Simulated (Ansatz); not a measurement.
```xyz
12

Si   -0.9838    0.2686    0.0808
Cl    0.7964   -2.5136   -0.8941
H    -1.7315   -1.0292    0.0025
H    -1.9703    1.3069    0.5710
Si    0.8010    0.2207    1.6291
H     0.5579   -1.4558   -1.6631
N    -0.3857    0.6436   -1.5848
H     0.5808   -0.8706    2.6394
H     2.1272    0.0136    0.9563
H     0.8436    1.5346    2.3651
H    -1.0269    0.6119   -2.3653
H     0.3913    1.2693   -1.7368
```

Not at a stationary point (largest force 0.6 eV/Å).

These are results of RKS PBE0-D4/6-31G in Ansatz 0.2.0, not measurements.

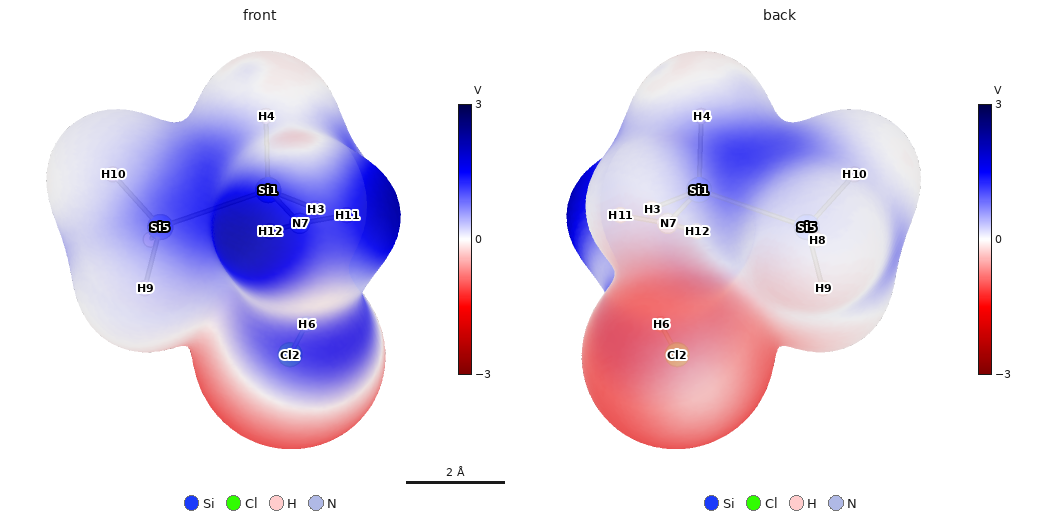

H₇NSi₂···HCl. The electrostatic potential painted on the density surface at 0.002 e/bohr³, seen from the front and from behind; the colour scale runs from red (negative) to blue (positive).

Where is the surface potential most negative and most positive?

The most negative region (about −1.0 V) lies over Cl2, the most positive (about +2.1 V) over H11 and H12.
